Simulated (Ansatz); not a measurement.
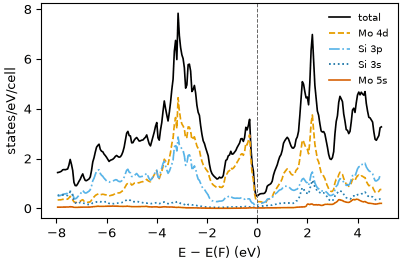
Total and projected density of states of Si$_{2}$Mo in space group Fddd (No. 70; Si on 16f, Mo on 8a), DFT-r²SCAN in the program Ansatz with PAW potentials

Problem. Which orbitals carry the states next to the Fermi level?

Solution. Within 0.5 eV of the Fermi level: Mo 4d 71 %, Si 3p 18 %, Si 3s 5 %. Projections are on Löwdin-orthogonalised atomic valence shells; empty p or d shells of many metals are not among them.

Problem. Where is the tallest occupied peak in this window, and what makes it?

Solution. Near -3.1 eV, about 7.8 states/eV per cell; the largest projected share is Mo 4d.

The start of the workflow was typed in or built on a structure type; neither database checked (COD, Materials Project) lists it. It is not the phase usual at ambient conditions (space group No. 139). The cell was relaxed with r²SCAN under the symmetry of its start; its stability against distortions is not shown here. No spin polarisation was allowed. Spin–orbit coupling is left out wherever it is not named.

Potentials: the earlier of the program's two PAW sets.
